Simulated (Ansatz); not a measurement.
## Run report: GeH₄ClOF, molecular dynamics (part 4 of 4)

GeH₄ClOF; RKS PBE/def2-SVP (Ansatz 0.2.0). It belongs to a series of runs on one base structure; here: dynamics from the highest image of the converged band.

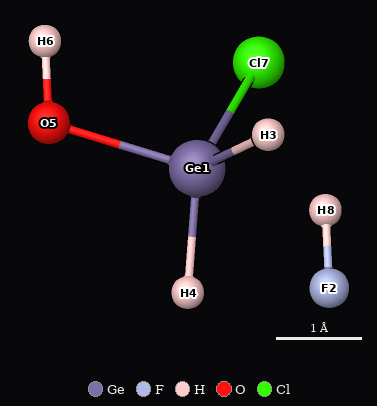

The geometry at step 166 of the log (ball-and-stick view, seen at a tilt; atoms are numbered from 1 in the order of the input).

### Trajectory as extended XYZ, continued
```
8
Properties=species:S:1:pos:R:3:forces:R:3 step=128 time_fs=64.0 energy=-73837.54987 temperature=394.0
Ge   -0.0254   -0.2821   -0.0506    0.1383  -0.5759   0.2443
F     0.4278    0.3243    2.2609    0.5189  -0.7436   0.6942
H     1.3161   -0.1454   -0.7973   -0.0277   0.3088  -0.1834
H    -0.8780    0.9430    0.2914    0.1483   0.2607   0.1001
O    -1.3168   -1.2481   -0.7830   -0.5049  -0.1824  -0.4492
H    -1.1843   -2.2045   -0.6427    0.1488   0.0021  -0.0944
Cl    0.7822   -2.1043    1.1541    0.0332  -0.2171   0.2260
H     0.7310   -0.6050    2.4640   -0.4550   1.1474  -0.5377
8
Properties=species:S:1:pos:R:3:forces:R:3 step=132 time_fs=66.0 energy=-73837.53579 temperature=376.0
Ge   -0.0242   -0.2879   -0.0504    0.1913  -1.2766   0.0482
F     0.4337    0.3303    2.2768    0.4899  -0.6109   0.6107
H     1.3031   -0.1627   -0.7926    0.1823   0.3762  -0.3097
H    -0.8826    0.8743    0.3020   -0.2470   0.9514   0.3263
O    -1.3243   -1.2448   -0.7934   -0.3795  -0.3222  -0.4015
H    -1.1876   -2.2071   -0.6805    0.1245   0.1444  -0.1257
Cl    0.7803   -2.0948    1.1509    0.0483  -0.2853   0.2626
H     0.7370   -0.5993    2.4488   -0.4098   1.0231  -0.4109
8
Properties=species:S:1:pos:R:3:forces:R:3 step=136 time_fs=68.0 energy=-73837.55923 temperature=405.8
Ge   -0.0229   -0.2944   -0.0502    0.0404  -1.4949  -0.1597
F     0.4405    0.3354    2.2939   -0.0104   0.9870   0.3404
H     1.2965   -0.1656   -0.7994    0.2207   0.4121  -0.3321
H    -0.8955    0.8403    0.3245   -0.3007   1.0786   0.3938
O    -1.3328   -1.2422   -0.8048   -0.2516  -0.2037  -0.3633
H    -1.1860   -2.2048   -0.7230    0.1238   0.0842  -0.1197
Cl    0.7785   -2.0855    1.1480    0.0473  -0.3248   0.2231
H     0.7289   -0.5591    2.4189    0.1306  -0.5386   0.0177
8
Properties=species:S:1:pos:R:3:forces:R:3 step=140 time_fs=70.0 energy=-73837.59224 temperature=448.9
Ge   -0.0215   -0.3016   -0.0500   -0.3946  -0.9955  -0.2471
F     0.4472    0.3424    2.3117   -0.3046   1.9726   0.2603
H     1.2978   -0.1530   -0.8186    0.0563   0.3947  -0.2235
H    -0.9185    0.8454    0.3613    0.0925   0.5462   0.2059
O    -1.3418   -1.2401   -0.8171   -0.1066   0.0341  -0.2988
H    -1.1797   -2.1996   -0.7701    0.1270  -0.0607  -0.1057
Cl    0.7767   -2.0766    1.1454    0.0666  -0.3679   0.2033
H     0.7253   -0.5382    2.3888    0.4634  -1.5236   0.2058
8
Properties=species:S:1:pos:R:3:forces:R:3 step=143 time_fs=71.5 energy=-73837.64574 temperature=516.9
Ge   -0.0207   -0.3074   -0.0500   -0.7317  -0.3986  -0.2645
F     0.4520    0.3500    2.3254    0.0683   0.8144   0.3400
H     1.3005   -0.1336   -0.8388   -0.1315   0.3387  -0.0889
H    -0.9343    0.8642    0.3945    0.4448   0.0256  -0.0106
O    -1.3487   -1.2385   -0.8268    0.0317   0.0947  -0.2274
H    -1.1717   -2.1968   -0.8081    0.1030  -0.0517  -0.1036
Cl    0.7755   -2.0702    1.1436    0.1064  -0.4247   0.2259
H     0.7330   -0.5567    2.3709    0.1088  -0.3984   0.1290
8
Properties=species:S:1:pos:R:3:forces:R:3 step=147 time_fs=73.5 energy=-73837.63545 temperature=504.5
Ge   -0.0198   -0.3153   -0.0500   -1.0246   0.2695  -0.3312
F     0.4585    0.3614    2.3443    0.5648  -0.8072   0.3274
H     1.2990   -0.0967   -0.8682   -0.3438   0.2232   0.0861
H    -0.9399    0.8888    0.4377    0.7257  -0.4796  -0.2406
O    -1.3579   -1.2362   -0.8402    0.2426   0.0063  -0.1343
H    -1.1580   -2.1940   -0.8622    0.0343   0.1216  -0.0960
Cl    0.7739   -2.0621    1.1413    0.1693  -0.5011   0.2678
H     0.7452   -0.5895    2.3514   -0.3682   1.1674   0.1208
8
Properties=species:S:1:pos:R:3:forces:R:3 step=151 time_fs=75.5 energy=-73837.65149 temperature=525.4
Ge   -0.0196   -0.3230   -0.0503   -1.1306   0.5273  -0.5076
F     0.4661    0.3714    2.3638    0.5908  -0.9008   0.2882
H     1.2849   -0.0513   -0.8945   -0.4236   0.0975   0.1881
H    -0.9185    0.8960    0.4722    0.7242  -0.6525  -0.3160
O    -1.3665   -1.2339   -0.8539    0.4180  -0.0052  -0.0623
H    -1.1429   -2.1869   -0.9200   -0.0195   0.2174  -0.0755
Cl    0.7725   -2.0545    1.1394    0.2060  -0.5324   0.2534
H     0.7448   -0.5823    2.3369   -0.3655   1.2487   0.2316
8
Properties=species:S:1:pos:R:3:forces:R:3 step=155 time_fs=77.5 energy=-73837.72509 temperature=619.2
Ge   -0.0199   -0.3305   -0.0508   -1.0803   0.3229  -0.7786
F     0.4749    0.3798    2.3839    0.1476   0.6678   0.3868
H     1.2550   -0.0022   -0.9139   -0.3401  -0.0109   0.1821
H    -0.8702    0.8793    0.4952    0.4527  -0.4725  -0.2031
O    -1.3741   -1.2316   -0.8678    0.5119   0.1942   0.0122
H    -1.1283   -2.1721   -0.9807   -0.0167   0.1006  -0.0685
Cl    0.7713   -2.0475    1.1377    0.2140  -0.5066   0.1917
H     0.7319   -0.5323    2.3311    0.1109  -0.2956   0.2774
8
Properties=species:S:1:pos:R:3:forces:R:3 step=158 time_fs=79.0 energy=-73837.73107 temperature=627.8
Ge   -0.0205   -0.3361   -0.0515   -0.9592  -0.0506  -1.0108
F     0.4817    0.3868    2.3995   -0.2179   2.0297   0.5235
H     1.2239    0.0346   -0.9240   -0.1825  -0.0763   0.1086
H    -0.8221    0.8547    0.5072    0.0949  -0.1154   0.0057
O    -1.3790   -1.2295   -0.8782    0.5523   0.3541   0.0740
H    -1.1178   -2.1582   -1.0280   -0.0029  -0.0103  -0.0762
Cl    0.7706   -2.0426    1.1366    0.2234  -0.4789   0.1633
H     0.7239   -0.4987    2.3335    0.4920  -1.6521   0.2118
8
Properties=species:S:1:pos:R:3:forces:R:3 step=162 time_fs=81.0 energy=-73837.75643 temperature=659.7
Ge   -0.0217   -0.3434   -0.0528   -0.7862  -0.5821  -1.2925
F     0.4904    0.3995    2.4213    0.0514   1.0786   0.4821
H     1.1772    0.0810   -0.9342    0.0920  -0.1436  -0.0438
H    -0.7565    0.8199    0.5245   -0.4425   0.4805   0.3660
O    -1.3844   -1.2261   -0.8918    0.6244   0.3664   0.1272
H    -1.1040   -2.1398   -1.0935   -0.0290   0.0150  -0.0664
Cl    0.7698   -2.0365    1.1353    0.2639  -0.4894   0.1789
H     0.7282   -0.5041    2.3440    0.2260  -0.7254   0.2485
8
Properties=species:S:1:pos:R:3:forces:R:3 step=166 time_fs=83.0 energy=-73837.73417 temperature=631.9
Ge   -0.0234   -0.3511   -0.0549   -0.8034  -0.7090  -1.3921
F     0.4993    0.4143    2.4440    0.5497  -0.8350   0.3424
H     1.1339    0.1220   -0.9461    0.3131  -0.1925  -0.1719
H    -0.7070    0.8025    0.5553   -0.7114   0.7147   0.5494
O    -1.3883   -1.2217   -0.9052    0.6977   0.2280   0.1252
H    -1.0915   -2.1204   -1.1614   -0.0900   0.1731  -0.0132
Cl    0.7694   -2.0310    1.1342    0.3186  -0.5244   0.2295
H     0.7405   -0.5347    2.3642   -0.2744   1.1452   0.3307
8
Properties=species:S:1:pos:R:3:forces:R:3 step=170 time_fs=85.0 energy=-73837.75888 temperature=663.6
Ge   -0.0255   -0.3591   -0.0576   -1.0367  -0.2135  -1.2102
F     0.5092    0.4276    2.4674    0.6062  -1.0429   0.3861
H     1.1020    0.1556   -0.9641    0.3585  -0.2411  -0.1798
H    -0.6834    0.8102    0.6058   -0.5419   0.2772   0.3249
O    -1.3904   -1.2168   -0.9183    0.6808   0.2147   0.1219
H    -1.0822   -2.0947   -1.2299   -0.0992   0.2044   0.0262
Cl    0.7692   -2.0260    1.1333    0.3526  -0.5275   0.2497
H     0.7438   -0.5268    2.3965   -0.3202   1.3288   0.2812
8
Properties=species:S:1:pos:R:3:forces:R:3 step=174 time_fs=87.0 energy=-73837.80936 temperature=727.7
Ge   -0.0282   -0.3673   -0.0610   -1.2167   0.4962  -0.9237
F     0.5203    0.4391    2.4916    0.2003   0.6950   0.5642
H     1.0833    0.1798   -0.9887    0.2355  -0.3044  -0.0565
H    -0.6800    0.8278    0.6681   -0.2043  -0.4001  -0.1217
O    -1.3910   -1.2114   -0.9311    0.5586   0.3556   0.1578
H    -1.0765   -2.0618   -1.2976   -0.0399   0.0698   0.0048
Cl    0.7695   -2.0216    1.1327    0.3620  -0.4947   0.2341
H     0.7363   -0.4741    2.4394    0.1045  -0.4174   0.1410
8
Properties=species:S:1:pos:R:3:forces:R:3 step=177 time_fs=88.5 energy=-73837.78198 temperature=693.8
Ge   -0.0306   -0.3732   -0.0639   -1.2254   0.9176  -0.7604
F     0.5290    0.4485    2.5105   -0.1093   2.0924   0.6364
H     1.0754    0.1906   -1.0087    0.1041  -0.3535   0.0737
H    -0.6834    0.8327    0.7128   -0.0109  -0.7584  -0.4065
O    -1.3905   -1.2068   -0.9405    0.4548   0.4103   0.1714
H    -1.0734   -2.0350   -1.3482   -0.0023  -0.0037  -0.0152
Cl    0.7699   -2.0187    1.1324    0.3691  -0.4750   0.2372
H     0.7322   -0.4408    2.4754    0.4199  -1.8298   0.0634
8
Properties=species:S:1:pos:R:3:forces:R:3 step=181 time_fs=90.5 energy=-73837.82490 temperature=748.1
Ge   -0.0344   -0.3807   -0.0681   -1.1057   1.2180  -0.6536
F     0.5404    0.4643    2.5368    0.1994   0.7357   0.5683
H     1.0681    0.1929   -1.0326   -0.0277  -0.3922   0.2183
H    -0.6881    0.8135    0.7585    0.1017  -0.9093  -0.5822
O    -1.3890   -1.1998   -0.9526    0.3626   0.2783   0.0937
H    -1.0694   -1.9991   -1.4159   -0.0178   0.0629   0.0292
Cl    0.7709   -2.0152    1.1323    0.3917  -0.4907   0.2839
H     0.7391   -0.4505    2.5258    0.0958  -0.5027   0.0423
8
Properties=species:S:1:pos:R:3:forces:R:3 step=185 time_fs=92.5 energy=-73837.85436 temperature=786.8
Ge   -0.0388   -0.3876   -0.0727   -0.8666   1.1009  -0.6814
F     0.5522    0.4815    2.5643    0.5794  -1.2155   0.5456
H     1.0600    0.1804   -1.0484   -0.0583  -0.3638   0.2726
H    -0.6894    0.7607    0.7827    0.0379  -0.6749  -0.4720
O    -1.3865   -1.1922   -0.9645    0.2758   0.0670  -0.0511
H    -1.0662   -1.9605   -1.4824   -0.0593   0.1815   0.1147
Cl    0.7723   -2.0123    1.1325    0.4114  -0.5102   0.3462
H     0.7495   -0.4783    2.5773   -0.3202   1.4151  -0.0746
8
Properties=species:S:1:pos:R:3:forces:R:3 step=189 time_fs=94.5 energy=-73837.91893 temperature=869.5
Ge   -0.0436   -0.3939   -0.0776   -0.5068   0.5084  -0.8463
F     0.5651    0.4966    2.5929    0.4847  -1.0354   0.5109
H     1.0501    0.1543   -1.0542    0.0182  -0.2508   0.2181
H    -0.6899    0.6831    0.7897   -0.2064  -0.0916  -0.0764
O    -1.3834   -1.1843   -0.9765    0.1115   0.0013  -0.1287
H    -1.0651   -1.9156   -1.5449   -0.0427   0.1499   0.1100
Cl    0.7741   -2.0099    1.1330    0.4061  -0.4936   0.3576
H     0.7492   -0.4586    2.6262   -0.2645   1.2118  -0.1452
8
Properties=species:S:1:pos:R:3:forces:R:3 step=192 time_fs=96.0 energy=-73837.94884 temperature=907.4
Ge   -0.0474   -0.3984   -0.0816   -0.2154  -0.0750  -0.9873
F     0.5755    0.5066    2.6150    0.1499   0.5452   0.3997
H     1.0429    0.1281   -1.0529    0.1278  -0.1232   0.1217
H    -0.6949    0.6214    0.7922   -0.4465   0.4265   0.3104
O    -1.3809   -1.1784   -0.9857   -0.0532   0.0295  -0.1326
H    -1.0653   -1.8780   -1.5889    0.0029   0.0464   0.0369
Cl    0.7758   -2.0085    1.1337    0.3899  -0.4666   0.3370
H     0.7424   -0.4142    2.6594    0.0446  -0.3827  -0.0856
8
Properties=species:S:1:pos:R:3:forces:R:3 step=196 time_fs=98.0 energy=-73837.91613 temperature=867.0
Ge   -0.0525   -0.4045   -0.0873   -0.0231  -0.5036  -0.9092
F     0.5894    0.5213    2.6451   -0.1373   2.0949   0.2325
H     1.0381    0.0897   -1.0475    0.2829   0.0573  -0.0198
H    -0.7169    0.5544    0.8067   -0.5846   0.7914   0.5824
O    -1.3777   -1.1705   -0.9983   -0.2425  -0.0091  -0.1932
H    -1.0655   -1.8266   -1.6467    0.0330  -0.0264  -0.0217
Cl    0.7784   -2.0070    1.1349    0.3709  -0.4467   0.3257
H     0.7358   -0.3740    2.7014    0.3008  -1.9577   0.0034
8
Properties=species:S:1:pos:R:3:forces:R:3 step=200 time_fs=100.0 energy=-73837.97261 temperature=938.2
Ge   -0.0577   -0.4109   -0.0936   -0.1841  -0.2291  -0.3452
F     0.6033    0.5394    2.6758    0.1774  -0.0497   0.3170
H     1.0439    0.0533   -1.0427    0.3457   0.1898  -0.0836
H    -0.7599    0.5156    0.8417   -0.3004   0.5419   0.2842
O    -1.3750   -1.1627   -1.0113   -0.3457  -0.1969  -0.4068
H    -1.0646   -1.7758   -1.7047   -0.0090   0.0449   0.0669
Cl    0.7813   -2.0060    1.1364    0.3583  -0.4546   0.3533
H     0.7385   -0.3953    2.7424   -0.0423   0.1537  -0.1860
```

This output came from the following input.

### Input
```yaml
crystal:
  periodic: [false, false, false]
  atoms:
    - { symbol: Ge, position_ang: [-0.04263, -0.18174, -0.036747] }
    - { symbol: F, position_ang: [0.366576, 0.223247, 1.994864] }
    - { symbol: H, position_ang: [1.337361, -0.079131, -0.721536] }
    - { symbol: H, position_ang: [-0.842435, 1.139304, 0.039956] }
    - { symbol: O, position_ang: [-1.292624, -1.260143, -0.706175] }
    - { symbol: H, position_ang: [-0.999539, -2.188123, -0.59524] }
    - { symbol: Cl, position_ang: [0.834546, -2.252885, 1.248231] }
    - { symbol: H, position_ang: [0.656445, -0.793528, 2.077445] }
basis:
  gaussian: { orbitals: def2-SVP }
hamiltonian:
  xc: pbe
md:
  timestep: 0.5
  n_steps: 200
  ensemble: nve
  temperature: 300.0
  initial_velocities: maxwell_boltzmann
  seed: 4594
```

Launched with:
```bash
ansatz run input.yaml --threads 2 --pin off --max-ram 3072MiB --backend cpu --events-out ev --progress --plain --runs-dir out
```

### Key numbers

```tsv
quantity	value
outcome	finished
mean temperature over the second half	555 K
trajectory	200 steps, 100 fs
ensemble	nve
temperature in the input	300.0 K
time step	0.5 fs
potential energy (last step)	−73837.9726 eV
mean-field energy (last step)	−73837.9726 eV
largest force (length of the vector) (last step)	0.682 eV/Å
hardware	2 threads of Arm Neoverse V2, 24 GiB of memory available, shared host
wall time	4.8 min (CPU time 9.4 min)
peak memory	0.14 GiB
```

### Remarks

So short a trajectory is not equilibrated.
